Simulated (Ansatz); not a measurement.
**CH5BClNO (SMILES NB(Cl)CO) at CAM-B3LYP/6-31G(d) (spherical functions)**

What is the vertical singlet–triplet gap of CH5BClNO at CAM-B3LYP/6-31G* (spherical functions)? 

Program for the calculation: Ansatz 0.2.0.

141 further runs of the same task are left out: 141 set aside as unsound or not needed.

## 1. The system as given

The species is CH5BClNO (10 atoms), meant as a singlet with charge 0. SMILES: `NB(Cl)CO`. The shape is that of a PBE0-D4/def2-TZVP optimisation. This is a higher conformer, about 10 kJ/mol above the lowest found by a separate search.

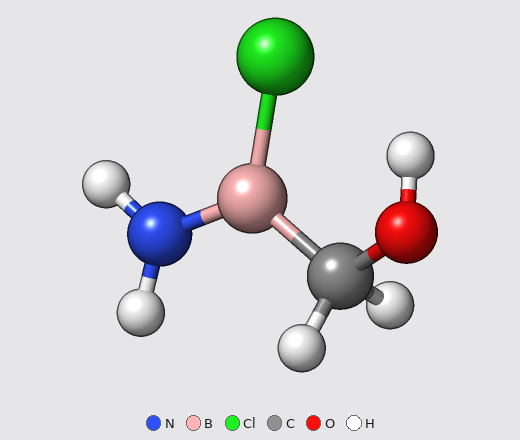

The structure, seen from a chosen angle (nitrogen blue, boron pink, chlorine green, carbon grey, oxygen red, hydrogen white).

## 2. A single-point energy at CAM-B3LYP/6-31G(d) (spherical functions)

in.yaml

```yaml
crystal:
  periodic: [false, false, false]
  atoms:
    - {symbol: "N", position_ang: [-1.481300, 0.770100, 0.263800]}
    - {symbol: B, position_ang: [-0.131200, 0.458300, 0.272600]}
    - {symbol: Cl, position_ang: [0.978400, 1.531400, 1.166200]}
    - {symbol: C, position_ang: [0.484800, -0.764800, -0.509200]}
    - {symbol: O, position_ang: [1.724500, -1.243900, -0.030200]}
    - {symbol: H, position_ang: [-1.860400, 1.585400, 0.713900]}
    - {symbol: H, position_ang: [-2.164100, 0.196600, -0.201200]}
    - {symbol: H, position_ang: [-0.217400, -1.606600, -0.495200]}
    - {symbol: H, position_ang: [0.570000, -0.469000, -1.570200]}
    - {symbol: H, position_ang: [2.179800, -0.508700, 0.392200]}
basis:
  gaussian:
    orbitals: 6-31G_st_-spherical.json
accuracy: high
hamiltonian:
  xc: {name: CAM-B3LYP}
output: {orbitals: {seedname: orbitals}}
```

The basis set 6-31G* is read from a file made from the Basis Set Exchange's data (not shown).

Started as:

```
$ ansatz run in.yaml --threads 1 --pin off --max-ram 3480MiB --events-out events.jsonl --progress --plain --runs-dir runs
```

Output:

```text
Warning: RAYON_NUM_THREADS=1 ignored (pool sized by the plan → 1); use --threads N
Functional definition: CAM-B3LYP
  name "CAM-B3LYP"
  parameter alpha = 0.19
  parameter beta = 0.46
  parameter omega = 0.33/bohr
  parameter ac = 0.81
  exchange = (1 - alpha - beta)*b88_x + beta*b88_x_sr(omega) + alpha*exact_x + beta*exact_x_lr(omega)
  correlation = (1 - ac)*vwn5_c + ac*lyp_c
1985 factors; integrals over basis functions are off by at most 4.5e-9 eV
408 factors; integrals over basis functions are off by at most 2.7e-9 eV
mean field evaluation 1: about -17847.7859 eV, gradient 5.5e1 eV
mean field evaluation 2: about -17847.1130 eV, gradient 5.9e1 eV
mean field evaluation 4: about -17853.5368 eV, gradient 1.6e0 eV
mean field evaluation 8: about -17853.7411 eV, gradient 1.9e-1 eV
mean field evaluation 16: about -17853.7412 eV, gradient 6.6e-5 eV
mean field -17853.74115258 eV, -656.1128856569 hartree, gradient 2.7e-8 eV, S^2 0.000000; 0 other end points of the search recorded, 0 dependent functions left out
reference -17853.74117031 eV, -656.1128863084 hartree; 24, 24 occupied and 60, 60 virtual orbitals, 1985 factors
Total energy: -17853.74117031 eV, -656.1128863084 hartree
```

Wall time 7.8 s (1 thread of Arm Neoverse V2, shared host); peak memory 0.32 GiB.

## 3. The triplet at the same level

molecule.yaml

```yaml
basis:
  gaussian: {orbitals: 6-31G_st_-spherical.json}
crystal:
  periodic: [false, false, false]
  atoms:
    - {symbol: N, position_ang: [-1.481300, 0.770100, 0.263800]}
    - {symbol: B, position_ang: [-0.131200, 0.458300, 0.272600]}
    - {symbol: Cl, position_ang: [0.978400, 1.531400, 1.166200]}
    - {symbol: C, position_ang: [0.484800, -0.764800, -0.509200]}
    - {symbol: O, position_ang: [1.724500, -1.243900, -0.030200]}
    - {symbol: H, position_ang: [-1.860400, 1.585400, 0.713900]}
    - {symbol: H, position_ang: [-2.164100, 0.196600, -0.201200]}
    - {symbol: H, position_ang: [-0.217400, -1.606600, -0.495200]}
    - {symbol: H, position_ang: [0.570000, -0.469000, -1.570200]}
    - {symbol: H, position_ang: [2.179800, -0.508700, 0.392200]}
magnetization: {spin_polarized: true, initial_magnetization: 2}
hamiltonian: {xc: {name: CAM-B3LYP}}
accuracy: high
output: {orbitals: {seedname: orbitals}}
```

The basis set 6-31G* is read from a file made from the Basis Set Exchange's data (not shown).

Started as:

```
$ ansatz run molecule.yaml --threads 1 --pin off --max-ram 3480MiB --events-out events.jsonl --progress --plain --runs-dir runs
```

Output (excerpt; [...] marks lines left out):

```text
Warning: RAYON_NUM_THREADS=1 ignored (pool sized by the plan → 1); use --threads N
Functional definition: CAM-B3LYP
  name "CAM-B3LYP"
[...]
1986 factors; integrals over basis functions are off by at most 4.5e-9 eV
408 factors; integrals over basis functions are off by at most 2.7e-9 eV
[...]
mean field -17847.19972319 eV, -655.8724925608 hartree, gradient 7.9e-8 eV, S^2 2.006881; 4 other end points of the search recorded, 0 dependent functions left out
reference -17847.19974116 eV, -655.8724932212 hartree; 25, 23 occupied and 59, 61 virtual orbitals, 1986 factors
Total energy: -17847.19974116 eV, -655.8724932212 hartree
```

Run time: 26 s. Hardware: 1 thread of Arm Neoverse V2, shared host; peak memory 0.48 GiB.

## 4. What came out

Level: CAM-B3LYP/6-31G* (spherical functions).

| quantity | value |
| --- | --- |
| singlet: total energy | -656.11289 Eh |
| singlet: HOMO energy | -8.63 eV |
| singlet: LUMO energy | 1.87 eV |
| singlet: HOMO–LUMO gap | 10.50 eV |
| triplet: total energy | -655.87249 Eh |
| triplet: HOMO energy (highest over α and β) | -2.75 eV |
| triplet: ⟨S²⟩ | 2.007 |
| vertical energy of the triplet above the singlet | 6.541 eV |

**Reading.** At this shape the triplet lies 6.54 eV (631 kJ/mol) above the singlet.
